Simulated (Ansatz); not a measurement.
# C₂H₆Al₂: from a rough start to a minimum

The task is to find a stationary geometry of C₂H₆Al₂, then compute its harmonic vibrations to see whether it is a minimum and to get the zero-point energy and entropy, and look at its orbitals and charge.

Program: Ansatz 0.2.0, Gaussian basis. Level of theory: RKS PBE0-D4/def2-TZVP. These are calculated values, not measurements.

Levels to be run: relaxation at PBE-D4/def2-SVP; relaxation at PBE0-D4/def2-TZVP; harmonic vibrations at the same level; a single point in def2-TZVPP for the fields.

### 1 Starting geometry

10 atoms, charge 0, spin multiplicity 1.

Atoms are counted from 1 here; the program's logs count them from 0.

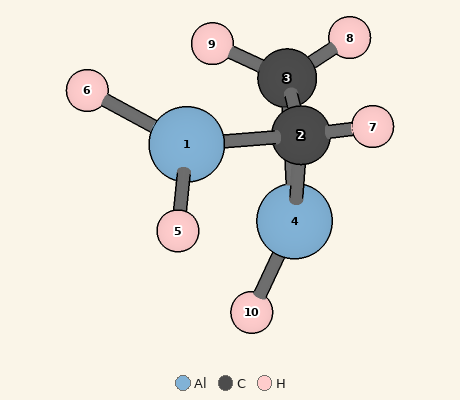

The starting geometry (aluminium light blue, carbon dark grey, hydrogen pink); atoms are numbered from 1 in the order of the file.

The start is a force-field geometry with small random shifts, so a cheaper pass at PBE-D4/def2-SVP comes first.

### 2 Optimising with PBE-D4/def2-SVP (cheap first pass)

The input, in.yaml:

```yaml
crystal:
  periodic: [false, false, false]
  atoms:
    - {symbol: Al, position_ang: [-1.310500, 1.115500, -0.194600]}
    - {symbol: C, position_ang: [-0.418600, -0.604100, -0.275900]}
    - {symbol: C, position_ang: [0.470100, -0.884800, 0.896400]}
    - {symbol: Al, position_ang: [1.585300, -0.450100, -0.750600]}
    - {symbol: H, position_ang: [-1.912200, 1.793400, -1.577100]}
    - {symbol: H, position_ang: [-1.159700, 2.118500, 1.065800]}
    - {symbol: H, position_ang: [-0.911100, -1.501200, -0.651500]}
    - {symbol: H, position_ang: [0.560800, -1.935100, 1.212900]}
    - {symbol: H, position_ang: [0.534900, -0.091300, 1.744100]}
    - {symbol: H, position_ang: [2.644300, 0.388000, -1.466600]}
basis:
  gaussian: {orbitals: def2-SVP}
hamiltonian: {xc: pbe, dispersion: d4}
relax: {f_tol: 0.03, max_steps: 200}
```

On the command line:

```
$ ansatz run in.yaml --threads 2 --pin off --events-out ev --progress --plain --max-ram 4352MiB
```

Log, shortened:

```text
Functional definition: PBE
  name "PBE"
  cite "Perdew, Burke & Ernzerhof, Phys. Rev. Lett. 77, 3865 (1996) doi:10.1103/PhysRevLett.77.3865"
  parent pbe
[...]
1050 factors; their error is unknown
[...]
mean field -15346.42919345 eV, -563.9708706758 hartree, gradient 2.5e-5 eV, S^2 0.000000; 1 other end points of the search recorded, 0 dependent functions left out
[...]
reference -15346.42923849 eV, -563.9708723310 hartree; 22, 22 occupied and 72, 72 virtual orbitals, 1050 factors
relax step   1: F+E_penalty+E_count = -15346.63126367 eV  Δ(F+E_penalty+E_count) = +0.000e0 eV  max|allowed force component| = 2.117e0 eV/Å  Δτ_max = 0.0000 Å  (40 SCF iters, accepted)
[...]
relax step   5: F+E_penalty+E_count = -15347.29232468 eV  Δ(F+E_penalty+E_count) = -1.083e-2 eV  max|allowed force component| = 1.498e-1 eV/Å  Δτ_max = 0.0720 Å  (29 SCF iters, accepted)
[...]
relax step   9: F+E_penalty+E_count = -15347.32338415 eV  Δ(F+E_penalty+E_count) = -1.105e-2 eV  max|allowed force component| = 9.872e-2 eV/Å  Δτ_max = 0.1949 Å  (28 SCF iters, accepted)
[...]
relax step  13: F+E_penalty+E_count = -15347.62757915 eV  Δ(F+E_penalty+E_count) = -1.589e-1 eV  max|allowed force component| = 5.130e-1 eV/Å  Δτ_max = 0.1995 Å  (30 SCF iters, accepted)
[...]
relax step  19: F+E_penalty+E_count = -15347.86680752 eV  Δ(F+E_penalty+E_count) = -9.762e-4 eV  max|allowed force component| = 1.453e-2 eV/Å  Δτ_max = 0.0172 Å  (31 SCF iters, accepted)
1050 factors; their error is unknown
[...]
mean field -15347.65714959 eV, -564.0159972318 hartree, gradient 1.9e-5 eV, S^2 0.000000; 1 other end points of the search recorded, 0 dependent functions left out
[...]
reference -15347.65719311 eV, -564.0159988310 hartree; 22, 22 occupied and 72, 72 virtual orbitals, 1050 factors
Total energy: -15347.86685104 eV, -564.0237036179 hartree
Atom 0 at    -1.298640     0.975928    -0.507845 Å, force     0.000410     0.004582     0.004076 eV/Å
Atom 1 at    -0.613128    -0.734517    -0.104682 Å, force     0.000129     0.007729     0.001530 eV/Å
Atom 2 at     0.443350    -0.923852     0.971072 Å, force    -0.000374    -0.002483     0.005568 eV/Å
Atom 3 at     1.175590     0.408725    -0.271461 Å, force    -0.010335     0.000795     0.004676 eV/Å
Atom 4 at    -2.390877     1.871994    -1.226813 Å, force     0.005310    -0.002590     0.001578 eV/Å
Atom 5 at     0.147391     1.823224     0.065300 Å, force    -0.003442    -0.014526    -0.007347 eV/Å
Atom 6 at    -0.935487    -1.630749    -0.668971 Å, force     0.004287     0.003014    -0.003033 eV/Å
Atom 7 at     0.953616    -1.906885     0.948209 Å, force     0.001233     0.000466    -0.002995 eV/Å
Atom 8 at     0.183686    -0.645690     2.008385 Å, force     0.000494     0.002707    -0.002214 eV/Å
Atom 9 at     2.417800     0.710622    -1.210294 Å, force     0.002287     0.000305    -0.001839 eV/Å
Dipole moment:    -0.131968     0.058204     0.018994 e Å
```

Wall time 36 s (2 threads of Arm Neoverse V1, shared host).

Step by step:

```tsv
step	energy from step 1 (eV)	largest force component (eV/Å)
1	0.0000	2.1173
2	-0.4820	0.8669
3	-0.6119	0.4044
4	-0.6502	0.2316
5	-0.6611	0.1498
6	-0.6692	0.1309
7	-0.6750	0.1800
8	-0.6811	0.1569
9	-0.6921	0.0987
10	-0.7089	0.1437
11	-0.7481	0.2246
12	-0.8375	0.3836
13	-0.9963	0.5130
14	-1.1618	0.4502
15	-1.2232	0.2481
16	-1.2327	0.1048
17	-1.2344	0.0715
18	-1.2346	0.0702
19	-1.2355	0.0145
```

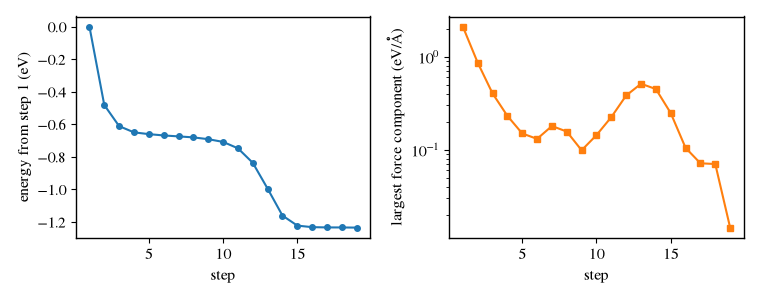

Energy and force, step by step.

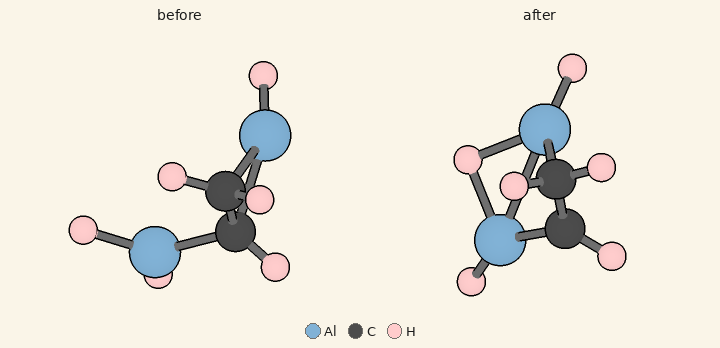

The geometry before (left) and after (right).

Distances of close pairs at the start and the end, largest changes first:

```tsv
bond	before (Å)	after (Å)	change (Å)
Al4–H6	4.175	1.781	-2.394
Al1–Al4	3.339	2.549	-0.789
Al1–H6	1.618	1.771	+0.153
C3–Al4	2.036	1.964	-0.072
Al1–H5	1.653	1.585	-0.068
C2–Al4	2.065	2.129	+0.064
C3–H9	1.163	1.105	-0.058
Al4–H10	1.529	1.586	+0.057
```

### 3 Optimising with PBE0-D4/def2-TZVP

The input, in.yaml:

```yaml
crystal:
  periodic: [false, false, false]
  atoms:
    - {symbol: Al, position_ang: [-1.298640, 0.975928, -0.507845]}
    - {symbol: C, position_ang: [-0.613128, -0.734517, -0.104682]}
    - {symbol: C, position_ang: [0.443350, -0.923852, 0.971072]}
    - {symbol: Al, position_ang: [1.175590, 0.408725, -0.271461]}
    - {symbol: H, position_ang: [-2.390877, 1.871994, -1.226813]}
    - {symbol: H, position_ang: [0.147391, 1.823224, 0.065300]}
    - {symbol: H, position_ang: [-0.935487, -1.630749, -0.668971]}
    - {symbol: H, position_ang: [0.953616, -1.906885, 0.948209]}
    - {symbol: H, position_ang: [0.183686, -0.645690, 2.008385]}
    - {symbol: H, position_ang: [2.417800, 0.710622, -1.210294]}
basis:
  gaussian: {orbitals: def2-TZVP}
hamiltonian: {xc: pbe0, dispersion: d4}
relax: {f_tol: 0.005, max_steps: 150}
```

Same command.

Log, shortened:

```text
Functional definition: PBE0
  name "PBE0"
  cite "Adamo & Barone, J. Chem. Phys. 110, 6158 (1999) doi:10.1063/1.478522"
  cite "Perdew, Burke & Ernzerhof, Phys. Rev. Lett. 77, 3865 (1996) doi:10.1103/PhysRevLett.77.3865"
  parent pbe
[...]
1182 factors; their error is unknown
[...]
mean field -15356.23278564 eV, -564.3311460439 hartree, gradient 1.7e-5 eV, S^2 0.000000; 0 other end points of the search recorded, 0 dependent functions left out
[...]
reference -15356.23282273 eV, -564.3311474070 hartree; 22, 22 occupied and 150, 150 virtual orbitals, 1182 factors
relax step   1: F+E_penalty+E_count = -15356.40965620 eV  Δ(F+E_penalty+E_count) = +0.000e0 eV  max|allowed force component| = 5.775e-1 eV/Å  Δτ_max = 0.0000 Å  (30 SCF iters, accepted)
[...]
Atom 0 at    -1.286956     0.968848    -0.497554 Å, force    -0.001249    -0.000111     0.000453 eV/Å
Atom 1 at    -0.601224    -0.721231    -0.116452 Å, force     0.004506    -0.001455     0.003028 eV/Å
Atom 2 at     0.447058    -0.909599     0.967583 Å, force    -0.003924     0.002697    -0.003845 eV/Å
Atom 3 at     1.163494     0.386841    -0.278637 Å, force    -0.000547    -0.000976     0.000254 eV/Å
Atom 4 at    -2.386813     1.850403    -1.191399 Å, force    -0.000337     0.000003    -0.000142 eV/Å
Atom 5 at     0.147412     1.808543     0.034796 Å, force     0.001394     0.001624    -0.000030 eV/Å
Atom 6 at    -0.920489    -1.608328    -0.659754 Å, force    -0.000454    -0.000703     0.000223 eV/Å
Atom 7 at     0.938523    -1.882604     0.941416 Å, force     0.000396    -0.000514    -0.000545 eV/Å
Atom 8 at     0.168813    -0.646419     1.983791 Å, force    -0.000614    -0.000728     0.000832 eV/Å
Atom 9 at     2.413482     0.702346    -1.180890 Å, force     0.000828     0.000164    -0.000229 eV/Å
Dipole moment:    -0.156418     0.116752     0.005363 e Å
```

Wall time 39 s (2 threads of Arm Neoverse V1, shared host).

Step by step:

```tsv
step	energy from step 1 (eV)	largest force component (eV/Å)
1	0.0000	0.5775
2	-0.0322	0.1716
3	-0.0372	0.0539
4	-0.0367	0.0580
5	-0.0376	0.0183
6	-0.0376	0.0272
7	-0.0377	0.0045
```

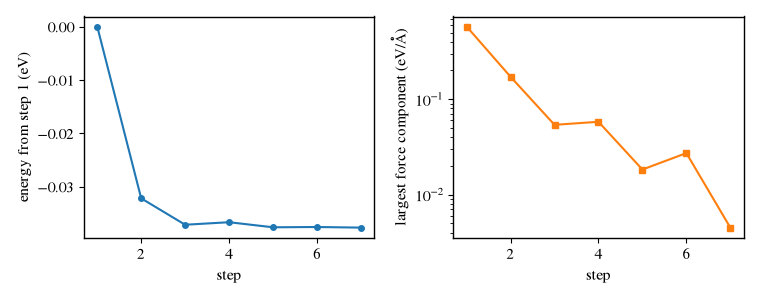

Energy and force, step by step.

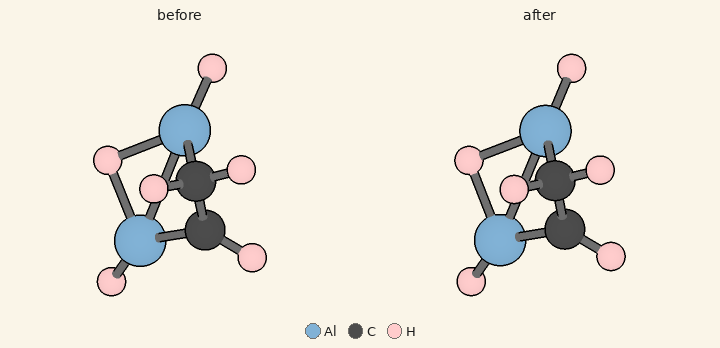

Before and after, at one scale.

Close pairs (by a distance rule), those that changed most:

```tsv
bond	before (Å)	after (Å)	change (Å)
C2–Al4	2.129	2.090	-0.039
C3–Al4	1.964	1.936	-0.028
Al1–H6	1.771	1.745	-0.026
Al1–C2	1.886	1.863	-0.023
Al1–Al4	2.549	2.528	-0.021
C3–H9	1.105	1.086	-0.019
C2–H7	1.107	1.088	-0.019
C3–H8	1.108	1.090	-0.017
```

Mulliken charges of the relaxed molecule (report file):

```tsv
atom	value (e)
Al1	0.29
C2	-0.31
C3	-0.42
Al4	0.27
H5	-0.07
H6	-0.05
H7	0.13
H8	0.12
H9	0.14
H10	-0.09
```

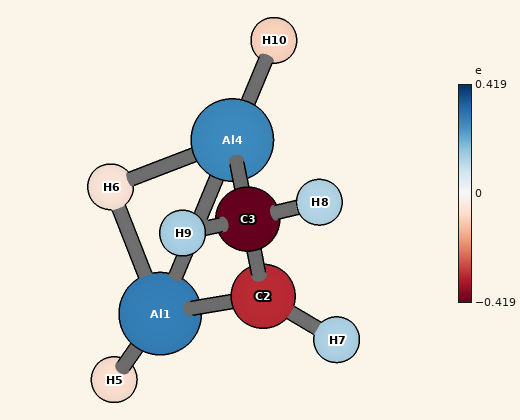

Mulliken charges of the relaxed molecule (report file), as colours on the atoms.

### 4 Force constants and modes

The input, in.yaml:

```yaml
crystal:
  periodic: [false, false, false]
  atoms:
    - {symbol: Al, position_ang: [-1.286956, 0.968848, -0.497554]}
    - {symbol: C, position_ang: [-0.601224, -0.721231, -0.116452]}
    - {symbol: C, position_ang: [0.447058, -0.909599, 0.967583]}
    - {symbol: Al, position_ang: [1.163494, 0.386841, -0.278637]}
    - {symbol: H, position_ang: [-2.386813, 1.850403, -1.191399]}
    - {symbol: H, position_ang: [0.147412, 1.808543, 0.034796]}
    - {symbol: H, position_ang: [-0.920489, -1.608328, -0.659754]}
    - {symbol: H, position_ang: [0.938523, -1.882604, 0.941416]}
    - {symbol: H, position_ang: [0.168813, -0.646419, 1.983791]}
    - {symbol: H, position_ang: [2.413482, 0.702346, -1.180890]}
basis:
  gaussian: {orbitals: def2-TZVP}
hamiltonian: {xc: pbe0, dispersion: d4}
phonons: {temperatures: {t_min: 298.15, t_max: 900, t_step: 200}}
```

Launched as before.

Log, shortened:

```text
Functional definition: PBE0
  name "PBE0"
  cite "Adamo & Barone, J. Chem. Phys. 110, 6158 (1999) doi:10.1063/1.478522"
  cite "Perdew, Burke & Ernzerhof, Phys. Rev. Lett. 77, 3865 (1996) doi:10.1103/PhysRevLett.77.3865"
  parent pbe
[...]
1182 factors; their error is unknown
[...]
mean field -15356.26974180 eV, -564.3325041578 hartree, gradient 1.6e-5 eV, S^2 0.000000; 0 other end points of the search recorded, 0 dependent functions left out
[...]
reference -15356.26977872 eV, -564.3325055145 hartree; 22, 22 occupied and 150, 150 virtual orbitals, 1182 factors
[...]
1182 factors; their error is unknown
mean field -15356.26966306 eV, -564.3325012642 hartree, gradient 2.3e-6 eV, S^2 0.000000; 0 other end points of the search recorded, 0 dependent functions left out
[...]
reference -15356.26969998 eV, -564.3325026207 hartree; 22, 22 occupied and 150, 150 virtual orbitals, 1182 factors
[...]
Atom 2 at     0.447058    -0.909599     0.967583 Å, force    -0.003939     0.002692    -0.003828 eV/Å
Atom 3 at     1.163494     0.386841    -0.278637 Å, force    -0.000532    -0.000973     0.000246 eV/Å
Atom 4 at    -2.386813     1.850403    -1.191399 Å, force    -0.000340     0.000007    -0.000143 eV/Å
Atom 5 at     0.147412     1.808543     0.034796 Å, force     0.001392     0.001634    -0.000034 eV/Å
Atom 6 at    -0.920489    -1.608328    -0.659754 Å, force    -0.000453    -0.000707     0.000229 eV/Å
Atom 7 at     0.938523    -1.882604     0.941416 Å, force     0.000396    -0.000512    -0.000544 eV/Å
Atom 8 at     0.168813    -0.646419     1.983791 Å, force    -0.000612    -0.000735     0.000818 eV/Å
Atom 9 at     2.413482     0.702346    -1.180890 Å, force     0.000818     0.000162    -0.000225 eV/Å
Dipole moment:    -0.156419     0.116753     0.005364 e Å
Vibrations: 239.06 359.28 373.20 416.90 444.97 469.94 510.20 573.73 629.66 696.20 731.07 794.84 921.89 982.10 1059.95 1201.66 1286.92 1433.38 1449.40 1966.59 1984.02 3095.48 3142.48 3165.86 cm⁻¹, zero-point energy 1.731364 eV
```

It took 3.5 min on 2 threads of Arm Neoverse V1, shared host.

Motions are named by where the mode's potential energy lies. The modes, unscaled (a negative number is an imaginary wavenumber):

```tsv
mode	cm⁻¹	motion
1	239	bend
2	359	bend with Al–Al stretch
3	373	bend
4	417	bend
5	445	bend
6	470	bend
7	510	bend
8	574	bend
9	630	bend with Al–C stretch
10	696	bend
11	731	bend with Al–C stretch
12	795	bend
13	922	bend
14	982	bend
15	1060	bend with C–C stretch
16	1202	bend
17	1287	Al–H stretch with bend
18	1433	bend with Al–H stretch
19	1449	bend
20	1967	Al–H stretch
21	1984	Al–H stretch
22	3095	C–H stretch
23	3142	C–H stretch
24	3166	C–H stretch
```

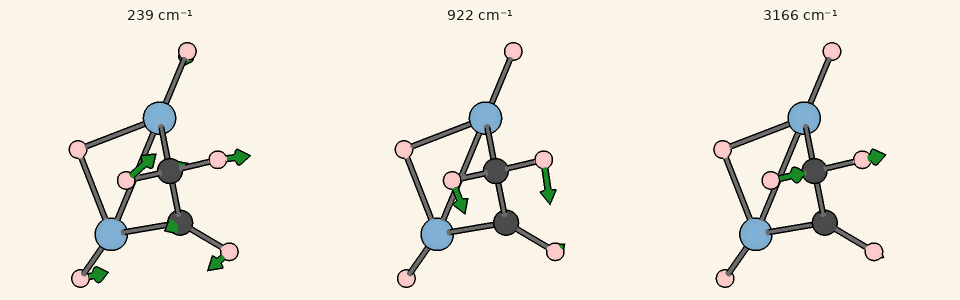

How the atoms move in 3 of the modes.

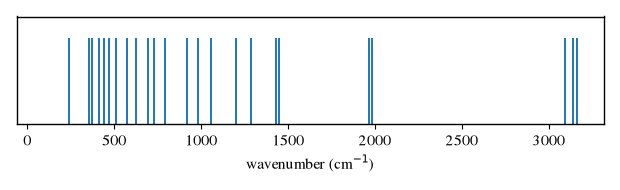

The harmonic wavenumbers as sticks (no intensities were computed).

Ideal gas, rigid rotor and harmonic oscillator at 298.15 K and 1 bar, with symmetry number 1:

```tsv
term	value
zero-point energy	39.9 kcal/mol
H(298) − E	44.2 kcal/mol
entropy, translation	164.1 J/(mol K)
entropy, rotation	107.5 J/(mol K)
entropy, vibration	38.4 J/(mol K)
entropy, total	310.1 J/(mol K)
```

### 5 A single point for the fields

Edit in.yaml of step 4 so:

```diff
@@ -14,4 +14,4 @@
 basis:
-  gaussian: {orbitals: def2-TZVP}
+  gaussian: {orbitals: def2-TZVPP}
 hamiltonian: {xc: pbe0, dispersion: d4}
-phonons: {temperatures: {t_min: 298.15, t_max: 900, t_step: 200}}
+output: {orbitals: {seedname: orbitals}}
```

Same command.

Log:

```text
Functional definition: PBE0
  name "PBE0"
  cite "Adamo & Barone, J. Chem. Phys. 110, 6158 (1999) doi:10.1063/1.478522"
  cite "Perdew, Burke & Ernzerhof, Phys. Rev. Lett. 77, 3865 (1996) doi:10.1103/PhysRevLett.77.3865"
  parent pbe
  parameter a = 0.25
  parameter kappa = 0.804
  parameter beta = 0.06672455060314922
  exchange = (1 - a)*pbe_x(kappa = kappa, mu = beta*pi^2/3) + a*exact_x
  correlation = pbe_c(beta = beta)
1314 factors; their error is unknown
mean field evaluation 1: about -15341.6508 eV, gradient 7.5e1 eV
mean field evaluation 2: about -15261.8944 eV, gradient 1.6e2 eV
mean field evaluation 4: about -15356.1730 eV, gradient 6.2e0 eV
mean field evaluation 8: about -15356.3037 eV, gradient 2.8e-1 eV
mean field evaluation 16: about -15356.3186 eV, gradient 1.4e-4 eV
mean field -15356.31859400 eV, -564.3342994428 hartree, gradient 2.6e-5 eV, S^2 0.000000; 0 other end points of the search recorded, 0 dependent functions left out
reference -15356.31863112 eV, -564.3343008070 hartree; 22, 22 occupied and 208, 208 virtual orbitals, 1314 factors
Total energy: -15356.49624338 eV, -564.3408279373 hartree
```

Wall time 5.5 s (2 threads of Arm Neoverse V1, shared host); peak memory 0.5 GiB.

The fields below are evaluated on a grid from the run's orbitals.

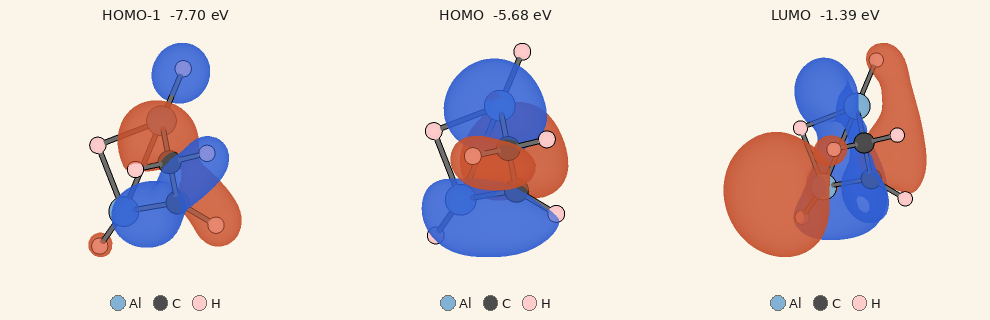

Frontier orbitals at PBE0-D4/def2-TZVPP; each surface holds 70 % of the orbital's density, blue and red mark the sign.

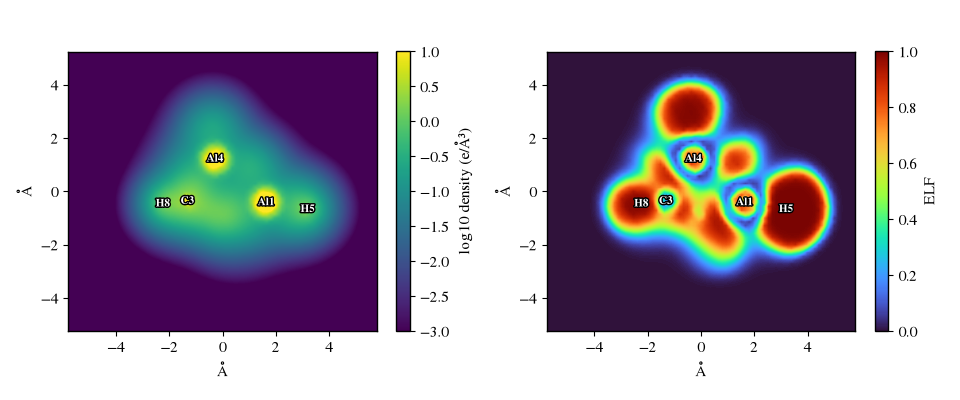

Density (left) and ELF (right) in a plane through or near 5 of the atoms.

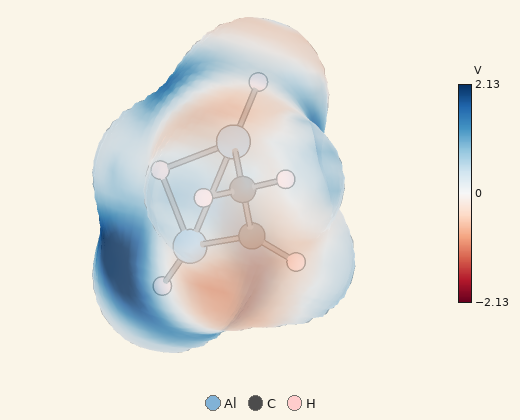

Electrostatic potential on the surface of density 0.002 e/bohr³; red is low, blue high. It runs from -0.69 V near C2 to 2.13 V near Al1.

### 6 Summary of results

| quantity | value |
| --- | --- |
| point group | C1 |
| steps | 19 + 7 |
| shift from the start (rms) | 0.738 Å |
| total energy | -15356.4474 eV |
| dispersion term | -178 meV |
| dipole moment | 0.94 D |
| lowest, highest wavenumber | 239, 3166 cm⁻¹ |
| zero-point energy | 39.9 kcal/mol |
| entropy at 298.15 K | 310.1 J/(mol K) |
| HOMO, LUMO | -5.68, -1.39 eV |

**Reading.** The relaxed geometry lies 0.74 Å (rms) from the start; the bond that changed most is Al4–H6, from 4.175 to 1.775 Å. The bonds at the end are not those of the start, so the run found another structure. No mode is imaginary: a true minimum at this level. The stiffest mode, 3166 cm⁻¹, is a C–H stretch. Harmonic hybrid wavenumbers usually lie a few per cent above measured fundamentals. The largest Mulliken charge, -0.42 e, sits on C3. The HOMO lies mostly on C2 28 %; Al4 19 % and the LUMO on Al1 36 %; H5, H6 about 16 % each.
